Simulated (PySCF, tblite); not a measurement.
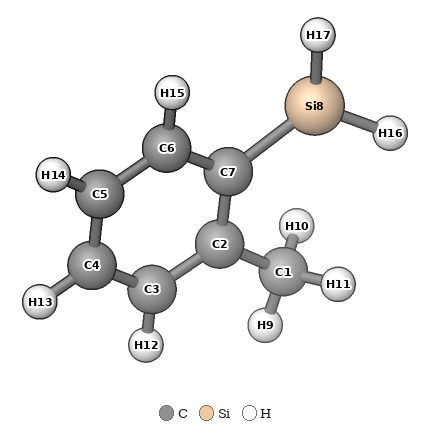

First-order isotropic EPR spectrum (fast tumbling, first derivative) of C₇H₉Si, SMILES Cc1ccccc1[SiH2], doublet at 9.50 GHz, Lorentzian lines of 0.06 mT full width at half height, from computed g and hyperfine couplings (B3LYP/pcH-1 with PySCF, at a GFN2-xTB geometry (a minimum by its frequencies), gas phase); values of one conformer, averaged over methyl-type rotors alone; no vibrational averaging; dilute isotopes left out. The SMILES is one Lewis form and needn't show where the spin sits.

Q: Give g and the hyperfine couplings.

A: g_iso = 2.0036, which centres the spectrum at 338.8 mT; it spans 3.2 mT.

| nuclei | isotope | a (mT) | a (MHz) |
| --- | --- | --- | --- |
| H16 | ¹H | −1.01 | −28.4 |
| H17 | ¹H | −0.98 | −27.4 |
| H13 | ¹H | −0.29 | −8.0 |
| H15 | ¹H | −0.24 | −6.7 |
| H9, H10, H11 | ¹H | 0.15 | 4.3 |
| H14 | ¹H | 0.11 | 3.0 |
| H12 | ¹H | 0.10 | 2.7 |

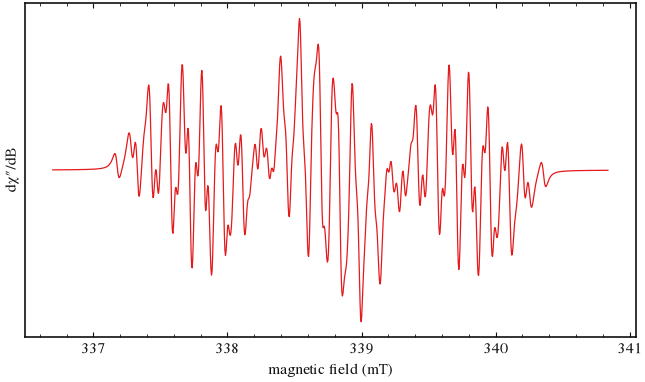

Note: the tight-binding geometry is rougher than a DFT one and adds to the error.
